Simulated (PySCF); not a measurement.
```tsv
atom	x (Å)	y (Å)	z (Å)
B	-1.0433	1.3744	-0.4813
C	0.3986	1.6293	-0.3424
C	1.4163	0.8700	-0.0342
C	1.1426	-0.5360	0.4793
C	-0.3539	-0.8619	0.5161
C	-1.1502	-0.2289	-0.6384
H	-1.9511	2.1004	-0.3959
H	2.4592	1.1310	-0.1586
H	1.5877	-0.6727	1.4684
H	1.6575	-1.2124	-0.2111
H	-0.4747	-1.9481	0.4965
H	-0.7751	-0.5006	1.4576
H	-0.7316	-0.5675	-1.5878
H	-2.1828	-0.5774	-0.5905
```

Geometry: GFN2-xTB.

All numbers below come from PySCF, UKS B3LYP, pcH-1 on B C H, non-relativistic, mean-field spin-orbit, GIAO.

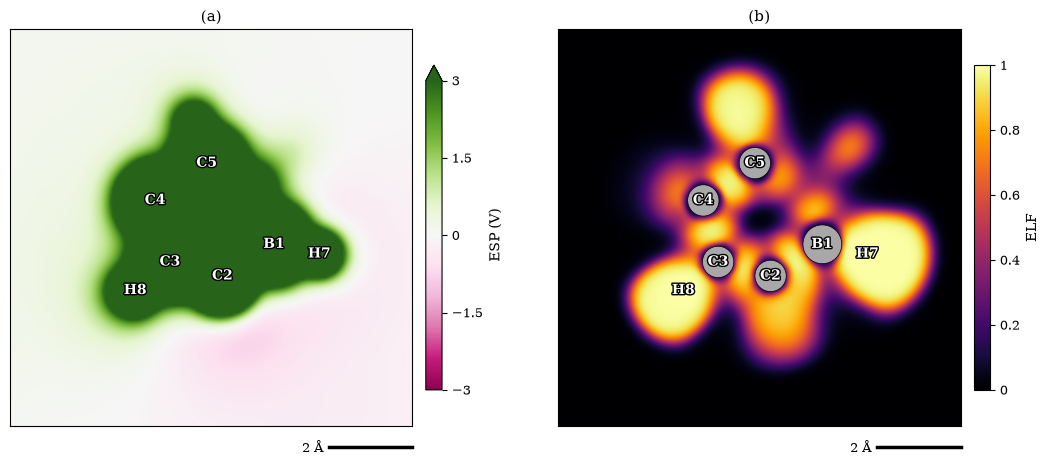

C5H8B (SMILES B1[C]=CCCC1) (doublet). (a) molecular electrostatic potential; (b) electron localisation function on the plane of atoms C2, C3 and C4. Grey discs cover the atomic cores in the ELF map.

**Interpret the plot.**

The section cuts through B, C and H sites. C–C (1.31 Å): the ELF peaks at about 0.90 between the atoms: a short, multiple covalent bond. C–B (1.47 Å): the ELF peaks at about 0.95 between the atoms (a covalent bond). C–H (1.08 Å): the ELF climbs to about 1 towards the hydrogen, as it does in any bond to H (an ordinary covalent bond to hydrogen). B–H (1.17 Å): the ELF climbs to about 1 towards the hydrogen; a covalent bond by its length. The ELF also peaks beside C2, away from the bonds: non-bonding electrons, paired or unpaired. Outside the dense part of the molecule the potential is most negative (−0.7 V) near C2.
